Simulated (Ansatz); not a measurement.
Base system: NbN in the rock salt structure (space group Fm-3m, No. 225; a = 4.421 Å).

Structures relaxed with PBE (Ansatz, a quantum-chemistry and plane-wave program, PAW, no SOC), earlier PAW set.

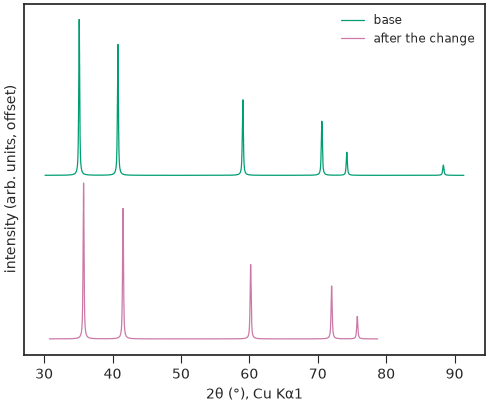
*Simulated powder patterns before (top) and after one change*

### Question
Which of these changes matches the shifts?
(A) pressure 18 GPa
(B) pressure 9 GPa
(C) pressure 45 GPa
(D) pressure 60 GPa

### Answer
A, pressure 18 GPa. Its volume per atom is 10.25 Å³ against 10.80 Å³, and its space group is Fm-3m (No. 225).

Load acts through the strain it causes; cell and atoms are relaxed under it. Whether these cells are dynamically stable was not tested. Competing high-pressure phases were not computed. The final runs are not spin-polarised.
